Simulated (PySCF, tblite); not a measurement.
# C4H2F3O−: dynamics, then NMR shifts on frames, part 2 of 2

tblite 0.8.0 and PySCF 2.14.0. Atoms count from 0. Earlier steps stand in the parts before.

## (5) NMR shieldings: 625 fs, PBE0/pcSseg-1

The job: settings as JSON, then the geometry in Å.

```
{"job": {"kind": "nmr", "xc": "PBE0", "basis": "pcSseg-1", "pop": false}, "charge": -1, "multiplicity": 1}
C     -1.900200     0.222700     0.336300
C     -0.860600    -0.435500    -0.218200
O     -0.814500    -1.032100    -1.306300
C      0.483000    -0.245300     0.542000
F      0.619500     0.280600     1.840800
C      1.644900    -0.580700     0.020800
F      2.904500    -0.721100     0.535100
F      1.736400    -0.854900    -1.279800
H     -2.863000    -0.111600    -0.061300
H     -1.876300     0.685600     1.319200
```

Method: GIAO PBE0/pcSseg-1 NMR shielding, non-relativistic, gas phase.

Standard output:

```text
coarse grid: 9928 points
cycle   1  E = -527.4177408004  dE =  1.296e+00  |g| = 1.133e+00  |ddm| = 3.039e+00
cycle   2  E = -524.9532407342  dE =  2.465e+00  |g| = 2.937e+00  |ddm| = 3.598e+00
cycle   3  E = -527.5552688360  dE = -2.602e+00  |g| = 7.167e-01  |ddm| = 3.377e+00
cycle   4  E = -527.6554844422  dE = -1.002e-01  |g| = 2.153e-01  |ddm| = 7.235e-01
cycle   5  E = -527.6628973667  dE = -7.413e-03  |g| = 1.496e-01  |ddm| = 3.589e-01
cycle   6  E = -527.6680185170  dE = -5.121e-03  |g| = 2.954e-02  |ddm| = 1.822e-01
cycle   7  E = -527.6681672054  dE = -1.487e-04  |g| = 1.408e-02  |ddm| = 3.415e-02
cycle   8  E = -527.6682117405  dE = -4.454e-05  |g| = 2.879e-03  |ddm| = 1.434e-02
cycle   9  E = -527.6682133835  dE = -1.643e-06  |g| = 1.268e-03  |ddm| = 3.304e-03
final grid: 101600 points
cycle  10  E = -527.7457198815  dE = -2.369e-05  |g| = 1.176e-02  |ddm| = 2.326e-02
cycle  11  E = -527.7456534948  dE =  6.639e-05  |g| = 2.212e-02  |ddm| = 2.819e-02
cycle  12  E = -527.7457447428  dE = -9.125e-05  |g| = 2.548e-03  |ddm| = 2.164e-02
cycle  13  E = -527.7457461256  dE = -1.383e-06  |g| = 3.842e-04  |ddm| = 2.692e-03
cycle  14  E = -527.7457461450  dE = -1.941e-08  |g| = 1.579e-04  |ddm| = 3.910e-04
cycle  15  E = -527.7457461498  dE = -4.834e-09  |g| = 4.103e-05  |ddm| = 1.512e-04
cycle  16  E = -527.7457461502  dE = -3.572e-10  |g| = 1.090e-05  |ddm| = 4.481e-05
converged SCF energy = -527.7457461502

GIAO shielding tensors (ppm)
atom      isotropic    diamagn.    paramagn.     s11        s22        s33       span
  0 C      127.651     254.601    -126.950     49.804    154.647    178.502    128.698
  1 C       25.834     244.003    -218.169    -85.768     76.170     87.101    172.869
  2 O       55.123     403.733    -348.610   -126.744    -25.548    317.661    444.405
  3 C       38.903     254.326    -215.424     -5.490     46.209     75.990     81.481
  4 F      360.248     475.526    -115.278    324.445    370.418    385.882     61.437
  5 C       16.318     249.572    -233.253    -32.657     26.930     54.681     87.338
  6 F      278.871     472.923    -194.052    232.454    282.203    321.956     89.502
  7 F      285.303     475.288    -189.985    232.952    287.911    335.046    102.093
  8 H       28.814      30.674      -1.860     26.186     26.775     33.481      7.295
  9 H       28.626      32.228      -3.602     26.109     26.751     33.017      6.908
```

Run time: 24 s. Hardware: 1 thread of Arm Neoverse N1, shared host; peak memory 0.71 GiB.

In short: δ C5 170.6, C1 161.1, C3 148.0, C0 59.3, H9 3.09, H8 2.90 ppm.

## (6) Nuclear shieldings: 800 fs, PBE0/pcSseg-1

The job: settings as JSON, then the geometry in Å.

```
{"job": {"kind": "nmr", "xc": "PBE0", "basis": "pcSseg-1", "pop": false}, "charge": -1, "multiplicity": 1}
C     -2.118200     0.471100     0.583600
C     -1.093900    -0.193000    -0.091500
O     -1.125400    -0.736100    -1.232000
C      0.272400    -0.002500     0.717900
F      0.253400     0.724700     1.853200
C      1.502000    -0.320000     0.279900
F      2.684900     0.010500     0.918000
F      1.730700    -1.052300    -0.838900
H     -3.168000     0.460500     0.436900
H     -1.943500     0.983200     1.555200
```

Level: GIAO PBE0/pcSseg-1 NMR shielding, non-relativistic, gas phase.

Standard output:

```text
coarse grid: 9928 points
cycle   1  E = -527.4126586330  dE =  1.143e+00  |g| = 1.135e+00  |ddm| = 3.028e+00
cycle   2  E = -524.8989446732  dE =  2.514e+00  |g| = 3.008e+00  |ddm| = 3.643e+00
cycle   3  E = -527.5611250895  dE = -2.662e+00  |g| = 6.842e-01  |ddm| = 3.408e+00
cycle   4  E = -527.6541719871  dE = -9.305e-02  |g| = 2.199e-01  |ddm| = 7.478e-01
cycle   5  E = -527.6621818352  dE = -8.010e-03  |g| = 1.453e-01  |ddm| = 3.582e-01
cycle   6  E = -527.6671332896  dE = -4.951e-03  |g| = 2.905e-02  |ddm| = 1.694e-01
cycle   7  E = -527.6672888322  dE = -1.555e-04  |g| = 1.191e-02  |ddm| = 3.115e-02
cycle   8  E = -527.6673212243  dE = -3.239e-05  |g| = 2.971e-03  |ddm| = 1.359e-02
cycle   9  E = -527.6673229740  dE = -1.750e-06  |g| = 1.323e-03  |ddm| = 3.246e-03
final grid: 101600 points
cycle  10  E = -527.7468094085  dE = -2.627e-05  |g| = 1.218e-02  |ddm| = 2.423e-02
cycle  11  E = -527.7467302920  dE =  7.912e-05  |g| = 2.370e-02  |ddm| = 2.958e-02
cycle  12  E = -527.7468363401  dE = -1.060e-04  |g| = 2.623e-03  |ddm| = 2.269e-02
cycle  13  E = -527.7468378574  dE = -1.517e-06  |g| = 4.433e-04  |ddm| = 2.714e-03
cycle  14  E = -527.7468378855  dE = -2.807e-08  |g| = 1.656e-04  |ddm| = 4.418e-04
cycle  15  E = -527.7468378912  dE = -5.711e-09  |g| = 4.550e-05  |ddm| = 1.694e-04
cycle  16  E = -527.7468378916  dE = -4.529e-10  |g| = 1.300e-05  |ddm| = 5.310e-05
converged SCF energy = -527.7468378916

GIAO shielding tensors (ppm)
atom      isotropic    diamagn.    paramagn.     s11        s22        s33       span
  0 C      127.040     253.787    -126.747     58.432    155.348    167.340    108.908
  1 C       20.619     240.583    -219.964    -92.319     73.660     80.515    172.834
  2 O       42.494     403.935    -361.442   -157.194    -48.085    332.760    489.955
  3 C       36.642     255.530    -218.888     -4.176     30.469     83.631     87.807
  4 F      347.307     474.504    -127.198    288.137    373.376    380.407     92.270
  5 C       10.903     250.297    -239.394    -41.084     25.581     48.213     89.297
  6 F      284.541     472.745    -188.205    232.297    302.489    318.836     86.539
  7 F      296.950     474.917    -177.967    233.963    305.326    351.562    117.599
  8 H       29.399      31.810      -2.411     26.487     27.365     34.345      7.858
  9 H       28.535      32.062      -3.527     24.740     27.721     33.145      8.405
```

Wall time 24 s (1 thread of Arm Neoverse N1, shared host); peak memory 0.72 GiB.

This run: δ C5 176.0, C1 166.3, C3 150.3, C0 59.9, H9 3.18, H8 2.32 ppm.

## (7) Nuclear shieldings: 1000 fs, PBE0/pcSseg-1

The job: settings as JSON, then the geometry in Å.

```
{"job": {"kind": "nmr", "xc": "PBE0", "basis": "pcSseg-1", "pop": false}, "charge": -1, "multiplicity": 1}
C     -2.473300     0.778200     0.327500
C     -1.368900     0.291300    -0.299400
O     -1.187100    -0.165000    -1.467100
C     -0.161700     0.311300     0.688800
F     -0.263800     0.997200     1.976000
C      0.995800    -0.339300     0.515300
F      2.002100    -0.448000     1.460300
F      1.353200    -1.193000    -0.461800
H     -3.480100     0.726600    -0.091900
H     -2.303800     1.120000     1.303900
```

Level: GIAO PBE0/pcSseg-1 NMR shielding, non-relativistic, gas phase.

Standard output:

```text
coarse grid: 9928 points
cycle   1  E = -527.4106385916  dE =  1.124e+00  |g| = 1.146e+00  |ddm| = 3.020e+00
cycle   2  E = -523.6340457943  dE =  3.777e+00  |g| = 3.592e+00  |ddm| = 4.347e+00
cycle   3  E = -527.5701951980  dE = -3.936e+00  |g| = 7.117e-01  |ddm| = 4.087e+00
cycle   4  E = -527.6538642867  dE = -8.367e-02  |g| = 2.803e-01  |ddm| = 8.908e-01
cycle   5  E = -527.6629643067  dE = -9.100e-03  |g| = 1.635e-01  |ddm| = 3.858e-01
cycle   6  E = -527.6689196558  dE = -5.955e-03  |g| = 4.142e-02  |ddm| = 1.922e-01
cycle   7  E = -527.6692674504  dE = -3.478e-04  |g| = 1.404e-02  |ddm| = 4.078e-02
cycle   8  E = -527.6693086150  dE = -4.116e-05  |g| = 4.181e-03  |ddm| = 1.513e-02
cycle   9  E = -527.6693123303  dE = -3.715e-06  |g| = 1.365e-03  |ddm| = 4.469e-03
final grid: 101600 points
cycle  10  E = -527.7475303289  dE = -2.481e-05  |g| = 1.224e-02  |ddm| = 2.353e-02
cycle  11  E = -527.7474531343  dE =  7.719e-05  |g| = 2.358e-02  |ddm| = 3.059e-02
cycle  12  E = -527.7475575615  dE = -1.044e-04  |g| = 2.654e-03  |ddm| = 2.339e-02
cycle  13  E = -527.7475590982  dE = -1.537e-06  |g| = 4.962e-04  |ddm| = 2.786e-03
cycle  14  E = -527.7475591338  dE = -3.558e-08  |g| = 1.690e-04  |ddm| = 4.526e-04
cycle  15  E = -527.7475591392  dE = -5.411e-09  |g| = 5.152e-05  |ddm| = 1.560e-04
cycle  16  E = -527.7475591397  dE = -4.890e-10  |g| = 1.322e-05  |ddm| = 4.927e-05
converged SCF energy = -527.7475591397

GIAO shielding tensors (ppm)
atom      isotropic    diamagn.    paramagn.     s11        s22        s33       span
  0 C      125.085     258.142    -133.057     46.640    158.918    169.696    123.056
  1 C       21.982     240.700    -218.718    -97.705     78.340     85.312    183.017
  2 O       62.049     405.485    -343.437   -103.331    -36.699    326.176    429.507
  3 C       24.560     257.288    -232.728     -9.874     13.075     70.480     80.354
  4 F      319.973     474.720    -154.747    265.910    318.309    375.700    109.789
  5 C        9.739     246.977    -237.238    -31.694     11.384     49.527     81.221
  6 F      272.540     473.308    -200.768    212.913    283.519    321.190    108.277
  7 F      286.370     475.188    -188.818    219.527    299.891    339.691    120.165
  8 H       28.674      30.835      -2.160     25.467     27.133     33.424      7.957
  9 H       29.195      33.849      -4.654     25.697     28.165     33.723      8.026
```

Wall time 24 s (1 thread of Arm Neoverse N1, shared host); peak memory 0.72 GiB.

This run: δ C5 177.2, C1 164.9, C3 162.4, C0 61.8, H8 3.04, H9 2.52 ppm.

## (8) Side by side: NMR shifts

Shifts (ppm) of some atoms, chosen among heavy atoms and hydrogens apart, with basis size and wall time:

```
  frame     C3    H9    H8     O2      F6      F7      F4  functions  time
 250 fs  141.2  3.57  2.84  275.4  -124.2  -130.3  -193.0        146  22 s
 425 fs  151.0  2.22  2.63  278.2  -126.8  -130.7  -168.7        146  24 s
 625 fs  148.0  3.09  2.90  281.0  -107.9  -114.4  -189.3        146  24 s
 800 fs  150.3  3.18  2.32  293.6  -113.6  -126.0  -176.4        146  24 s
1000 fs  162.4  2.52  3.04  274.0  -101.6  -115.4  -149.0        146  24 s
```

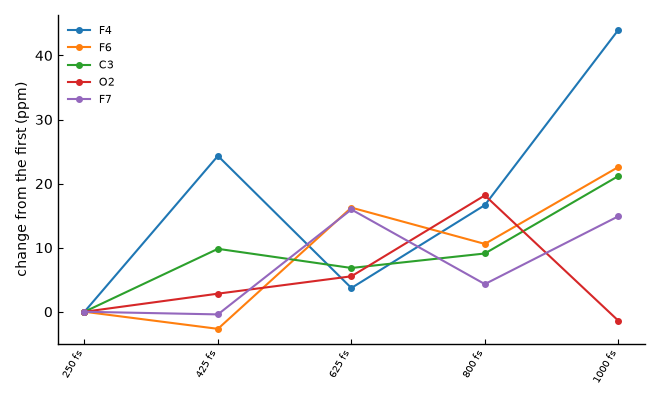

How five of the tabulated atoms move from run to run.

## (9) What came out

What follows sums up all 2 parts.

| quantity | value |
| --- | --- |
| thermostat | 300 K |
| mean temperature, second half | 298 K |
| mean potential energy above the minimum | 0.34 eV |
| 13C shifts against TMS (PBE0/pcSseg-1, 250 fs) | 169.8, 162.5, 141.2, 59.5 ppm |
| 1H shifts against TMS (PBE0/pcSseg-1, 250 fs) | 3.57, 2.84 ppm |
| 17O shifts against H2O (PBE0/pcSseg-1, 250 fs) | 275.4 ppm |
| 19F shifts against CFCl3 (PBE0/pcSseg-1, 250 fs) | -124.2, -130.3, -193.0 ppm |
| range of the shift of F4 | -193.0 to -149.0 ppm |

In the second half the potential energy averages 0.34 eV above the minimum; equipartition over 24 harmonic modes at 300 K would give 0.31 eV. With 10 atoms the temperature swings widely (135 to 455 K). Shifts at one fixed geometry are not the observed spectrum, which averages over the motion. In the first frame run (250 fs): The widest tensor belongs to O2: span 480 ppm, with a paramagnetic part of -343 ppm. In ppm, F4 moves most: its shift spreads over 44.0 ppm, from -193.0 (250 fs) to -149.0 (1000 fs).
